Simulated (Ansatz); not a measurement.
**Amorphous Ga₂₄O₃₉Y₂**

It comes from a melt-quench run on a machine-learned potential (CHGNet), relaxed afterwards by DFT. O atoms were pushed apart under 1.9 Å during the dynamics, to hinder bonds among them. The hot cell started wider than the set density and was brought back towards it in steps. It is the lowest in DFT energy of 2 quenches. It is a model cell: composition and starting density were chosen by hand, and all elements were melted together. No dispersion term was used.

Methods: PBE, scalar-relativistic without spin-orbit coupling (Ansatz, a quantum-chemistry and plane-wave program); r2SCAN, scalar-relativistic without spin-orbit coupling (Ansatz); HSE06, scalar-relativistic without spin-orbit coupling (Ansatz). Geometry, pressure, stress and energy are those of the PBE run. Its sampling: a 2×2×2 Γ-centred mesh; Fermi-Dirac width 0.02 eV; no spin polarisation. Other functionals are single points at the zone centre (r2SCAN at 500 eV; exact exchange cut at the cell's faces), free to take moments where seeds were set. At PBE the levels at the filled edge of the gap are localised (band-tail or defect states), and the nearest spread-out levels lie 2.2 eV apart at the zone centre.

The number of atoms in the cell is 65, the density (held, not predicted) is 5.01 g/cm³ and the volume per atom is 12.63 Å³. The pressure on a 2×2×2 Γ-centred mesh is 0.93 GPa. The largest force and stress component on that mesh (the relaxation ran on the zone centre alone) comes out as 0.06 eV/Å and 1.0 GPa and the level gap on a 2×2×2 Γ-centred mesh (PBE) comes out as 1.77 eV. The level gap at the zone centre (PBE) comes out as 1.77 eV and the level gap at the zone centre (r2SCAN) comes out as 2.30 eV. The level gap at the zone centre (HSE06) comes out as 3.47 eV.

Neighbours within Ga-Ga 2.68 Å, Ga-O 2.34 Å, Ga-Y 3.21 Å, O-O 1.58 Å, O-Y 2.82 Å, Y-Y 3.74 Å count as bonded. Two cations that share two anions don't count as bonded, nor two that share one unless they lie closer than Ga-Ga 2.61 Å, Ga-Y 3.12 Å, Y-Y 3.64 Å.

The mean coordination of Ga by anions is 4.42 (14 with 4, 10 with 5), the mean coordination of O is 3.05 (3 with 2, 31 with 3, 5 with 4) and the mean coordination of Y by anions is 6.50 (1 with 6, 1 with 7). The mean Ga-O bond is 1.923 Å (spread 0.088 Å, 106 counted) and the mean O-Y bond comes out as 2.363 Å (spread 0.105 Å, 13 counted).

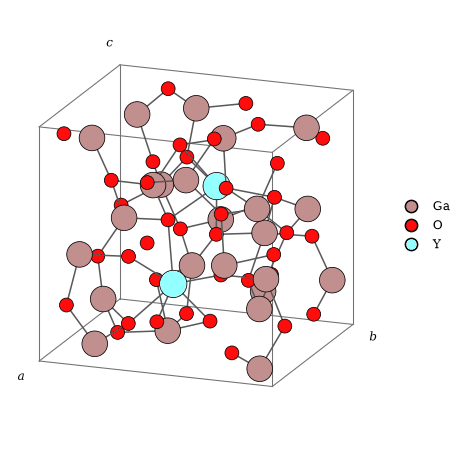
Figure: The relaxed cell

Its density started from a set value of 5.01 g/cm³. The quench (nominally 280 K/ps over its main leg) was far faster than any real one, so the model tends to hold more defects than a real film. Values belong to this one cell and scatter from quench to quench. The volume was held where the preparation left it and the shape relaxed, at a PBE pressure of 0.9 GPa. Stress components on the final sampling reach 1.0 GPa.
